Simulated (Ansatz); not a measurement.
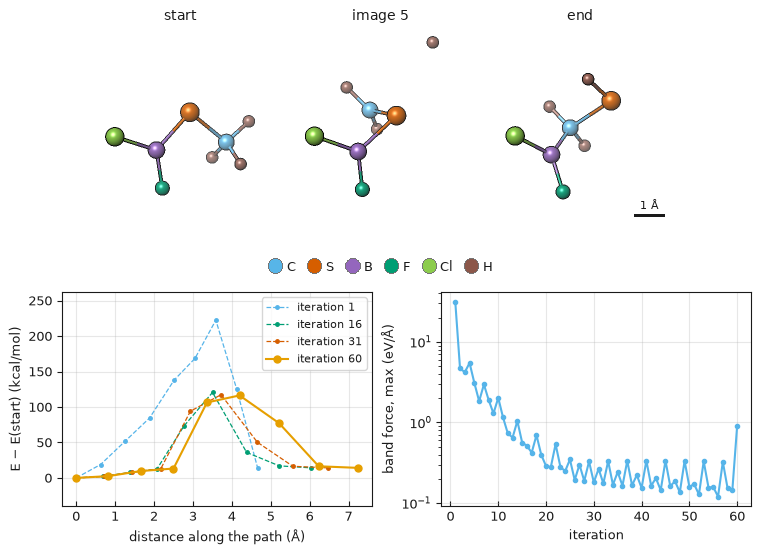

A nudged-elastic-band calculation for CH₃BClFS. Images are numbered from 0 (start) to 8 (end). The plot follows the band through its iterations. Style: ball-and-stick. Shown from a free direction.

The calculation used UKS BHLYP-D4/def2-SVP (Ansatz). Settings: 7 movable images; climbing image from the first iteration; force threshold 0.03 eV/Å; iteration limit 60; optimiser L-BFGS; starting path through a guess of the saddle point.

Question: Did the band converge, and can the barrier be trusted?

Answer: The result isn't final. The band hadn't converged when the run stopped after 60 iterations. The largest component of the band force went from 32 to 0.91 eV/Å. The barrier read from it is provisional: over the last two iterations the highest image moved from 116.7 kcal/mol to 116.3 kcal/mol. The first iteration put the highest image at 222.4 kcal/mol. The highest point, image 5, lies 116.3 kcal/mol above the start and 102.1 kcal/mol above the end; the end is at +14.2 kcal/mol relative to the start.

The run took 9 min on 2 threads of AMD EPYC 9R45 96-Core Processor (Zen 5), on a shared host, peak memory 0.34 GiB.
